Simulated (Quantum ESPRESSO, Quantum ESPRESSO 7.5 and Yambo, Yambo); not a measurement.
# MoS2 (P6_3/mmc): G0W0 on several meshes in Yambo

Aim: the GW shift of MoS2 (P6_3/mmc) against the k mesh.

Method: PBE and many-body steps on it, plane waves, in Quantum ESPRESSO 7.5 and Yambo 5.3.0.

The database entry behind the starting cell differs from later determinations by our own check (about 0.3 % long), so it need not match the best structure at ambient conditions.

## Step 1: The structure

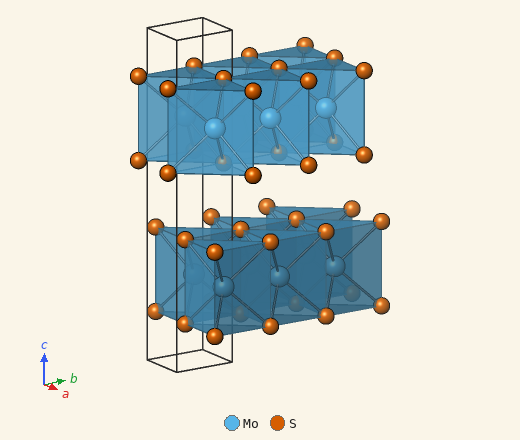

Start, viewed slightly off an axis; molybdenum blue, sulfur orange. 2×3×1 cells are drawn. Some periodic images of atoms are drawn too.

The cell and positions come from the Crystallography Open Database and are kept as given unless a step says otherwise.

## Step 2: Empty states on the mesh, 3×3×1 mesh, 106 bands

This step: Quantum ESPRESSO 7.5; DFT, PBE, plane waves, norm-conserving pseudopotentials.

The sums over transitions need many empty states on a uniform mesh; this step solves for them.

File pw.in:

```
&control
  calculation = 'nscf'
  prefix = 'x'
  outdir = 'o'
  pseudo_dir = 'pseudo'
/
&system
  ibrav = 0
  nat = 6
  ntyp = 2
  ecutwfc = 72.0
  nbnd = 106
  force_symmorphic = .true.
/
&electrons
  conv_thr = 1e-9
  electron_maxstep = 80
  diago_full_acc = .true.
  diago_thr_init = 5e-6
/
ATOMIC_SPECIES
  Mo 95.95 Mo.upf
  S 32.06 S.upf
CELL_PARAMETERS angstrom
  3.1690000000 -0.0000000000 0.0000000000
  -1.5845000000 2.7444345046 0.0000000000
  0.0000000000 0.0000000000 12.3240000000
ATOMIC_POSITIONS crystal
  Mo 0.3333333333 0.6666666667 0.2500000000
  Mo 0.6666666667 0.3333333333 0.7500000000
  S 0.3333333333 0.6666666667 0.6230000000
  S 0.6666666667 0.3333333333 0.1230000000
  S 0.3333333333 0.6666666667 0.8770000000
  S 0.6666666667 0.3333333333 0.3770000000
K_POINTS automatic
  3 3 1 0 0 0
```

Started as:

```bash
OMP_NUM_THREADS=1 mpirun -n 8 pw.x -nk 4 -in pw.in > pw.out
```

The program printed:

```text
Program PWSCF v.7.5 starts

     This program is part of the open-source Quantum ESPRESSO suite
     for quantum simulation of materials; please cite
         "P. Giannozzi et al., J. Phys.:Condens. Matter 21 395502 (2009);
         "P. Giannozzi et al., J. Phys.:Condens. Matter 29 465901 (2017);
         "P. Giannozzi et al., J. Chem. Phys. 152 154105 (2020);
     in publications or presentations arising from this work. More details at

     Atomic positions and unit cell read from directory:
     o/x.save/

     Message from routine setup:
[...]
47.6403  48.2268

          k = 0.0000 0.3849 0.0000 (  7472 PWs)   bands (ev):

[...]
47.8967  48.6318

          k = 0.3333 0.5774 0.0000 (  7476 PWs)   bands (ev):

[...]
42.3203  42.3203  43.2064  43.2064  45.1840  45.2584  45.7807  45.7807
    45.9635  46.0250  46.0250  46.1253  46.1809  46.1809  47.4762  48.1075
    48.1075  48.5387

     highest occupied, lowest unoccupied level (ev):    10.9922   12.0439

     XML data file, pseudopotentials, collected wavefunctions

=------------------------------------------------------------------------------=
   JOB DONE.
=------------------------------------------------------------------------------=
```

Wall time 6.5 s (8 MPI ranks of Arm Neoverse V1, shared host); peak memory 0.6 GiB.

This step gave:

```
gap                                                           : 1.052 eV
k of the valence top                                          : 0, 0, 0
k of the conduction bottom                                    : 0.3333, 0.3333, 0
least direct gap                                              : 1.654 eV
k points computed                                             : 3
lowest point of the top converged band, above the valence top : 37.23 eV
```

On this mesh the gap is 1.052 eV.

The density comes from a self-consistent run that is not shown.

## Step 3: Conversion and set-up

This step: Yambo 5.3.0; conversion and set-up on PBE, plane waves, norm-conserving pseudopotentials.

The states are converted to the many-body program's format and the q mesh is built.

Started as:

```bash
(cd o/x.save; p2y > p2y.log; mv SAVE ../..); yambo > setup.log
```

The program printed:

```text
 Yambo, version 5.3.0

 [02] CORE Variables Setup
 =========================

  [02.01] Unit cells
  ==================

  Cell kind             :  HCP
  Atoms in the cell     :  Mo  S
  number of Mo atoms    :  2
  number of S  atoms    :   4

  List of atomic masses
  Mass of Mo    :  95.95000
  Mass of S     :  32.06000

  List of atomic coordinates    : [cc]
  Mo1       : -0.29943E-09   3.4575       5.8222      order 1
  Mo2       :   2.99427   1.72874  17.46674  order 2
  S1       : -0.29943E-09   3.4575       14.509      order 3
[...]
0.000000  0.000000  0.000000  0.000000  0.000000  0.000000  0.000000  0.000000

 [03] Transferred momenta grid and indexing
 ==========================================

 IBZ Q-points                                      :  3
 BZ  Q-points                                      :   9

 K/Q-points units:
 rlu = crystal or reduced units; cc = cartesian coordinates; iku = interal k-units

 Q [1]          [rlu]:  0.000000  0.000000  0.000000
 Q [2]          [rlu]: -0.79644E-17  0.33333       0.0000
 Q [3]          [rlu]:  0.333333  0.333333  0.000000

  [03.01] X indexes
  =================

   [03.01.01] Sigma indexes
   ========================

 [06] Game Over & Game summary
```

Wall time 2.2 s (1 MPI rank); peak memory 0.24 GiB.

## Step 4: 3×3×1

Now the one-shot GW correction: screening in the RPA, then the self-energy of the levels asked for.

This step: G0W0 on PBE, plane waves, norm-conserving pseudopotentials.

File gw13.in:

```
HF_and_locXC
gw0
dyson
ppa
em1d
rim_cut
RandQpts= 1000000
RandGvec= 1 RL
EXXRLvcs= 72 Ry
VXCRLvcs= 288 Ry
Chimod= "HARTREE"
% BndsRnXp
 1 | 106 |
%
NGsBlkXp= 7 Ry
% LongDrXp
 1 | 1 | 1 |
%
% GbndRnge
 1 | 106 |
%
DysSolver= "n"
ExtendOut
PPAPntXp= 27.21138 eV
% QPkrange
 1 | 1 | 25 | 28 |
 3 | 3 | 25 | 28 |
%
```

Started as:

```bash
OMP_NUM_THREADS=2 mpirun -n 4 yambo -F gw13.in -J gw13 -C gw13 > gw13.log
```

The program printed:

```text
 Yambo, version 5.3.0

 [02] CORE Variables Setup
 =========================

  [... cell, symmetries and grids as in the set-up ...]

  [02.05] Energies & Occupations
  ==============================

  [X] === General ===
  [X] Electronic Temperature                        :  0.000000  0.000000 [eV K]
  [X] Bosonic    Temperature                        :  0.000000  0.000000 [eV K]
  [X] Finite Temperature mode                       : no
  [X] El. density                                   :  0.48515E+24 [cm-3]
  [X] Fermi Level                                   :  10.99216 [eV]

  [X] === Gaps and Widths ===
  [X] Conduction Band Min                           :  1.051771 [eV]
  [X] Valence Band Max                              :  0.000000 [eV]
  [X] Filled Bands                                  :  26
  [X] Empty Bands                                   :   27  106
  [X] Direct Gap                                    :  1.653898 [eV]
  [X] Direct Gap localized at k                     :  3
  [X] Indirect Gap                                  :  1.051771 [eV]
  [X] Indirect Gap between kpts                     :  1  3
  [X] Last valence band width                       :  1.539690 [eV]
  [X] 1st conduction band width                     :  1.047879 [eV]

 [03] Transferred momenta grid and indexing
 ==========================================

 IBZ Q-points                                      :  3
 BZ  Q-points                                      :   9

 K/Q-points units:
 rlu = crystal or reduced units; cc = cartesian coordinates; iku = interal k-units

 Q [1]          [rlu]:  0.000000  0.000000  0.000000
 Q [2]          [rlu]: -0.79644E-17  0.33333       0.0000
 Q [3]          [rlu]:  0.333333  0.333333  0.000000

 [04] Coloumb potential Random Integration (RIM)
 ===============================================

  [04.01] RIM initialization
  ==========================

  * Diagonal components only detected *

  8 x (sBL volume)        :  0.304834 [a.u.]
  sBZ random points       :  1000000
  Points outside the sBZ  :   7993074
  RL volume               :  0.342938 [a.u.]
  Integrated volume       :  0.343236 [a.u.]

  [04.02] RIM integrals
  =====================

  Gamma point sphere radius             :  0.122078 [a.u.]
  Points outside the sphere             :   799724
  [Int_sBZ(q=0) 1/q^2]*(Vol_sBZ)^(-1/3) =:  7.615907
                                 should be <:  7.795600

  Summary of Coulomb integrals for non-metallic bands |Q|[au] RIM/Bare

  Q [1] 0.100000E-4 0.976949 * Q [2] 0.403838 1.108297
  Q [3] 0.699467 1.036392

 [05] Dipoles
 ============

  [05.01] Setup: observables and procedures
  =========================================

  [WARNING] [x,Vnl] slows the Dipoles computation. To neglect it rename the ns.kb_pp file

 [06] Dynamic Dielectric Matrix (PPA)
 ====================================

 [WR./gw13//ndb.pp]--------------------------------------------------------------
  Brillouin Zone Q/K grids (IBZ/BZ)                :   3   9   3   9
  RL vectors                                       :   9169 [WF]
  Coulomb cutoff potential                         : none
  Electronic Temperature                           :  0.000000 [K]
  Bosonic    Temperature                           :  0.000000 [K]
  PPA    diel. fun.  energies                      : Perdew, Burke & Ernzerhof(X)+Perdew, Burke & Ernzerhof(C)
  wavefunctions                                    : Perdew, Burke & Ernzerhof(X)+Perdew, Burke & Ernzerhof(C)
  Global Gauge                                     : length
  X matrix size                                    :  241
  X band range                                     :    1  106
  X e/h energy range                               : -1.000000 -1.000000 [eV]
  X Time ordering                                  : R
  X Hxc Kernel                                     : HARTREE
  X Drude frequency                                :  0.000000  0.000000
  X poles                                          :  100.0000 [o/o]
  RL vectors in the sum                            :   9169
  [r,Vnl] included                                 : yes
  Field direction                                  :  0.577350E-5  0.577350E-5  0.577350E-5
  BZ energy Double Grid                            : no
  BZ energy DbGd points                            : 0
  BZ Q point size factor                           : -1.000000
  X Optical Averaged directions                    : none

 [07] Local Exchange-Correlation + Non-Local Fock
 ================================================

 [VXC] Plane waves :   59645
 [EXS] Plane waves :   7461

 QP @ state[ 1 ] K range:  1  1
 QP @ state[ 1 ] b range:  25  28
 QP @ state[ 2 ] K range:  3  3
 QP @ state[ 2 ] b range:  25  28

 [xc] Functional : Perdew, Burke & Ernzerhof(X)+Perdew, Burke & Ernzerhof(C)
 [xc] LIBXC used to calculate xc functional
  PP Number of Atomic Species                      :  2
  NLCC RL compoments                               :   59645
  PP Number of Atomic Species                      :  2
  NLCC RL compoments                               :   59645

 [xc] E_xc :  -24.91411 [Ha]
      E_xc :  -49.82821 [Ry]

  Local XC kind (lXC) : Perdew, Burke & Ernzerhof(X)+Perdew, Burke & Ernzerhof(C)
  Non-Local XC kind (nlXC) : Hartree-Fock

  Corrections @ K [1] :  [eV]
 <25|nlXC|25> = -16.36921 -0.19428E-16 <25|lXC|25> = -15.39541 -0.18882E-15
 <26|nlXC|26> = -17.00071  0.72495E-17 <26|lXC|26> = -16.36977 -0.18882E-15
 <27|nlXC|27> = -11.02203 -0.38169E-17 <27|lXC|27> = -15.68272  0.000000
 <28|nlXC|28> = -11.02384  0.36343E-17 <28|lXC|28> = -15.68272  0.75527E-15

  Corrections @ K [3] :  [eV]
 <25|nlXC|25> = -17.08561  0.14103E-16 <25|lXC|25> = -16.19645 -0.47204E-16
 <26|nlXC|26> = -17.38939 -0.10199E-16 <26|lXC|26> = -16.54889 -0.47204E-16
 <27|nlXC|27> = -12.79909  0.35616E-17 <27|lXC|27> = -17.60132  0.56645E-15
 <28|nlXC|28> = -12.79911 -0.71127E-17 <28|lXC|28> = -17.60132  0.000000

  [07.01] Hartree-Fock occupations report
  =======================================

  [Hartree-Fock] === General ===
  [Hartree-Fock] Electronic Temperature             :  0.000000  0.000000 [eV K]
  [Hartree-Fock] Bosonic    Temperature             :  0.000000  0.000000 [eV K]
  [Hartree-Fock] Finite Temperature mode            : no
  [Hartree-Fock] El. density                        :  0.48515E+24 [cm-3]
  [Hartree-Fock] Fermi Level                        :  10.99216 [eV]

  [Hartree-Fock] === Gaps and Widths ===
  [Hartree-Fock] Conduction Band Min                :  1.393449 [eV]
  [Hartree-Fock] Valence Band Max                   : -0.630944 [eV]
  [Hartree-Fock] Filled Bands                       :  26
  [Hartree-Fock] Empty Bands                        :   27  106
  [Hartree-Fock] Direct Gap                         :  2.933139 [eV]
  [Hartree-Fock] Direct Gap localized at k          :  2
  [Hartree-Fock] Indirect Gap                       :  2.024392 [eV]
  [Hartree-Fock] Indirect Gap between kpts          :  1  2
  [Hartree-Fock] Last valence band width            :  0.908746 [eV]
  [Hartree-Fock] 1st conduction band width          :  5.366887 [eV]

 [08] Dyson equation: Newton solver
 ==================================

  [08.01] G0W0 (W PPA)
  ====================

  [  GW  ] Bands range     :    1  106
  [GW/PPA] G damping       :  0.100000 [eV]

  QP @ state[ 1 ] K range:  1  1
  QP @ state[ 1 ] b range:  25  28
  QP @ state[ 2 ] K range:  3  3
  QP @ state[ 2 ] b range:  25  28

   Sc/G bands                                       :    1  106
   Sc/G damping                                     :  0.100000 ev
   Sc bands terminator                              : no
   Sx RL components                                 :   7461

   QP @ state[ 1 ] K range                          :  1  1
   QP @ state[ 1 ] b range                          :  25  28
   QP @ state[ 2 ] K range                          :  3  3
   QP @ state[ 2 ] b range                          :  25  28
   GF energies kind                                 : Perdew, Burke & Ernzerhof(X)+Perdew, Burke & Ernzerhof(C)
   GF WF`s kind                                     : Perdew, Burke & Ernzerhof(X)+Perdew, Burke & Ernzerhof(C)
   Xs energies kind                                 : Perdew, Burke & Ernzerhof(X)+Perdew, Burke & Ernzerhof(C)
   Xs WF`s kind                                     : Perdew, Burke & Ernzerhof(X)+Perdew, Burke & Ernzerhof(C)

 [11] Game Over & Game summary
```

Elapsed: 11 s, on 4 MPI ranks; peak memory 1.7 GiB; 68 s of CPU time.

Numbers from this step:

```yaml
g0w0_gap_on_the_points_computed: 1.739 eV
starting_gap_on_the_mesh: 1.052 eV
k_of_the_valence_top: 0, 0, 0
k_of_the_conduction_bottom: 0.3333, 0.3333, 0
least_direct_g0w0_gap_on_the_computed_points: 2.308 eV
z_at_the_valence_top: 0.7825
z_at_the_conduction_bottom: 0.7809
```

The gap on the mesh goes from 1.05 eV to 1.74 eV, a correction of +0.69 eV.

## Step 5: Empty states on the mesh, 9×9×2 mesh, 106 bands

This step: Quantum ESPRESSO 7.5; DFT, PBE, plane waves, norm-conserving pseudopotentials.

Changes to pw.in since step 2:

```diff
@@ -35,2 +35,2 @@
 K_POINTS automatic
-  3 3 1 0 0 0
+  9 9 2 0 0 0
```

Started as:

```bash
OMP_NUM_THREADS=1 mpirun -n 8 pw.x -nk 4 -in pw.in > pw.out
```

The program printed:

```text
[banner, memory and clock lines left out]
Program PWSCF v.7.5 starts

     Atomic positions and unit cell read from directory:
     o/x.save/

     Message from routine setup:
     using ibrav=0 with symmetry is DISCOURAGED, use correct ibrav instead

     bravais-lattice index     =            0
     lattice parameter (alat)  =       5.9885  a.u.
     unit-cell volume          =     723.3082 (a.u.)^3
     number of atoms/cell      =            6
     number of atomic types    =            2
     number of electrons       =        52.00
[...]
47.6403  48.2268

          k = 0.0000 0.0000-0.1286 (  7394 PWs)   bands (ev):

[...]
48.0897  48.0897

          k = 0.0000 0.1283 0.0000 (  7430 PWs)   bands (ev):

[...]
42.3363  42.4679  43.1954  43.4596  44.1627  44.6391  44.9994  45.2725
    45.4141  45.7443  45.8138  46.0519  46.3890  46.5308  46.9041  47.0944
    48.3604  48.9742

          k = 0.0000 0.1283-0.1286 (  7416 PWs)   bands (ev):

     [... further k-points ...]

     highest occupied, lowest unoccupied level (ev):    10.9922   11.9560

     XML data file, pseudopotentials, collected wavefunctions
```

Run time: 34 s. Hardware: 8 MPI ranks; peak memory 0.7 GiB; 4.5 min of CPU time.

This step gave:

```
gap                                                           : 0.9639 eV
k of the valence top                                          : 0, 0, 0
k of the conduction bottom                                    : 0.1111, 0.2222, 0
least direct gap                                              : 1.654 eV
k points computed                                             : 24
lowest point of the top converged band, above the valence top : 36.98 eV
```

On this mesh the gap is 0.964 eV.

(Part 1 of 2 ends here.)

[Paths, hosts, dates, memory and timing lines, banners, echoed tables and standing remarks are left out of the program output.]

[Logs are printed without paths, hosts, clocks, repeated set-up lines and the standing remarks that a program may print on its own settings, such as how far it seeks lower states.]

[Runs of the session that timed out or met a known fault of the program may be left out.]

[Hosts, paths, dates, database ids (printed as entryN), source tags and the programs' standing remarks are cut or masked in the printed files.]
